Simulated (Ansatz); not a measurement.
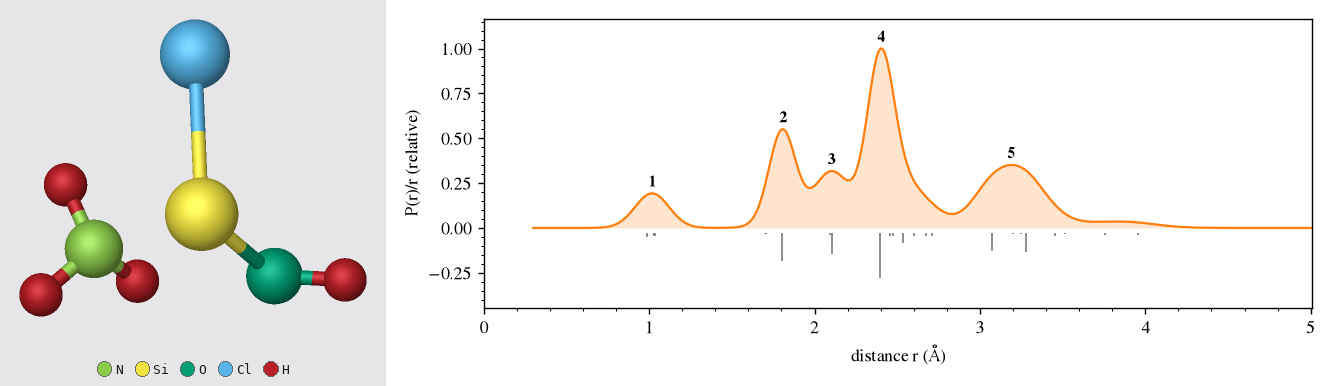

Simulated gas electron diffraction: radial distribution curve of ClH4NOSi. Each pair of atoms contributes with weight ZᵢZⱼ/r (bars below the curve); damping constant 0.002 Å²; vibrational amplitudes assumed, not computed: 0.05 Å for bonds, 0.078 Å for bonds to H, 0.06 + 0.015 r up to 0.15 Å for other pairs. The geometry is the end point of an optimisation (Ansatz, RKS BLYP-D4/6-31G); it may be a saddle point or a higher isomer.

**Which pairs of atoms lie under the numbered peaks? Mark bonded pairs by – and others by ···.**

Peak 1, 1.02 Å: O–H 0.98 Å, N–H 1.03–1.04 Å (×3), not resolved
Peak 2, 1.81 Å: Si–O 1.81 Å
Peak 3, 2.10 Å: Si···N 2.10 Å
Peak 4, 2.40 Å: Cl–Si 2.40 Å, Si···H 2.45–2.60 Å (×3), O···N 2.53 Å, not resolved
Peak 5, 3.19 Å: Cl···N 3.07 Å, Cl···O 3.28 Å, not resolved
